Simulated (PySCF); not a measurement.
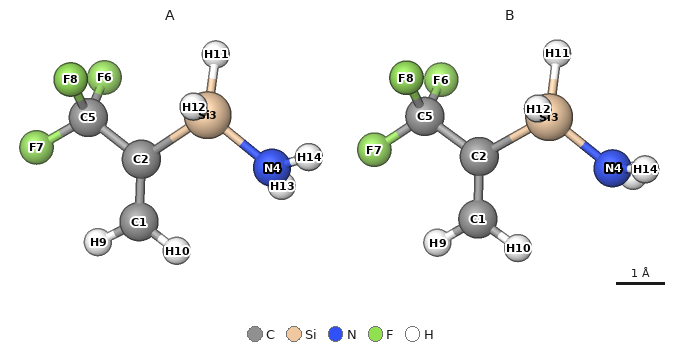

Two geometries of C3H6F3NSi, drawn at one scale. One is the start of a relaxation, the other its converged end. A ball-and-stick model, seen at a tilt.

All numbers below come from PySCF 2.14.0, density-fitted response routines, PBE0-D3(BJ)/def2-SVP geometry optimisation, gas phase. 

Question: Which one is relaxed?

Answer: Structure B is the relaxed one. The start comes from GFN2-xTB. Its atoms were then displaced at random by about 0.01 Å. H13 moves most after the best rigid fit: 0.33 Å. By element the largest moves are H 0.33 Å, F 0.12 Å, N 0.10 Å, C 0.08 Å, Si 0.05 Å. Among the contacts that change: C1–H10 1.045 → 1.094 Å, N4–H14 0.966 → 1.013 Å, Si3–H11 1.460 → 1.497 Å, Si3–N4 1.759 → 1.730 Å. Bond angles that change, for instance: Si3–C2–C5 112.9° → 118.8°, Si3–N4–H13 115.1° → 120.3°, C1–C2–Si3 126.0° → 120.9°. Groups turn about Si3–N4 by about 20°. After 9 geometry steps the energy has fallen by 22.4 kJ/mol.
